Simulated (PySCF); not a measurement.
```
atom    x (Å)    y (Å)    z (Å)
   C  -1.7761   0.0424   2.0552
   C  -1.1190  -0.1242   0.6856
   C  -2.1362  -0.6540  -0.3201
   C  -0.5177   1.2054   0.2266
  Si   0.4407   1.1373  -1.4203
  Si   1.8546  -0.6986  -1.4988
   C   3.1230  -0.5735  -0.0569
   F   2.4641  -0.3376   1.1372
   H  -2.1798  -0.9053   2.4057
   H  -2.5903   0.7634   2.0008
   H  -1.0516   0.3956   2.7855
   H  -0.3093  -0.8568   0.7848
   H  -1.6667  -0.8594  -1.2801
   H  -2.9284   0.0767  -0.4739
   H  -2.5871  -1.5751   0.0441
   H   0.1670   1.5528   1.0037
   H  -1.3142   1.9507   0.1626
   H   1.1767   2.4082  -1.5438
   H  -0.4997   1.1237  -2.5531
   H   2.7064  -0.8023  -2.6921
   H   1.2149  -2.0134  -1.3466
   H   3.7033  -1.4868   0.0908
   H   3.8207   0.2577  -0.1869
```

Geometry: GFN2-xTB.

These are results of PBE0/pcSseg-1, SCF density, gas phase, non-relativistic (PySCF 2.14.0), not measurements.

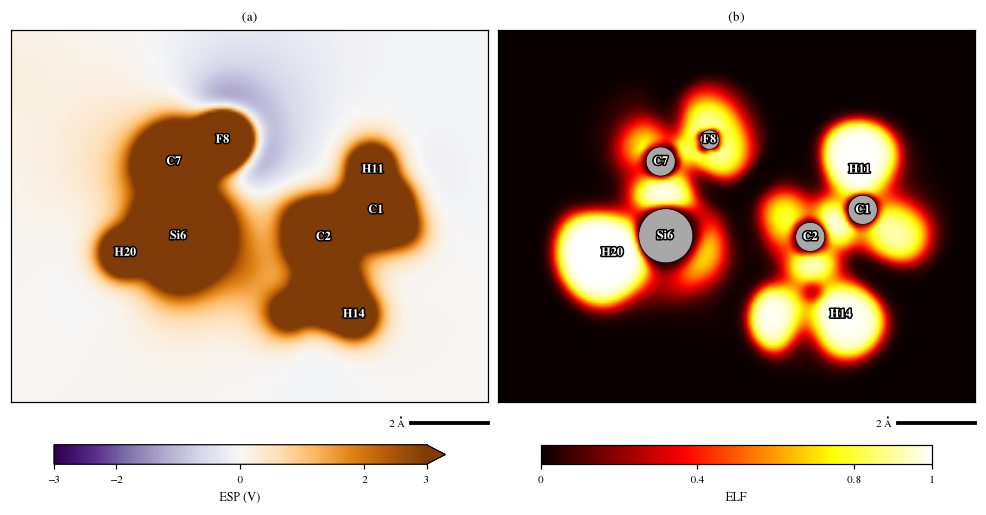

C$_{5}$H$_{15}$FSi$_{2}$ (SMILES CC(C)C[SiH2][SiH2]CF). (a) electrostatic potential; (b) ELF on the plane of atoms Si6, C7 and F8. Grey discs cover the atomic cores in the ELF map.

Q: Read the bonding off the picture.

A: The section cuts through C, Si, F and H sites. C–F (1.38 Å): the ELF peaks at about 0.85 between the atoms, as expected for a polar covalent bond. C–C (1.53 Å): the ELF peaks at about 0.95 between the atoms, as expected for a shared electron pair. C–Si (1.92 Å): the ELF peaks at about 1 between the atoms, as expected for a shared electron pair. C–H (1.09 Å): the ELF climbs to about 1 towards the hydrogen, as it does in any bond to H: an ordinary covalent bond to hydrogen. Si–H (1.47 Å): the ELF climbs to about 1 towards the hydrogen. The ELF also peaks beside F8, away from the bonds: lone-pair regions. Outside the dense part of the molecule the potential is most negative (−1.2 V) near F8.
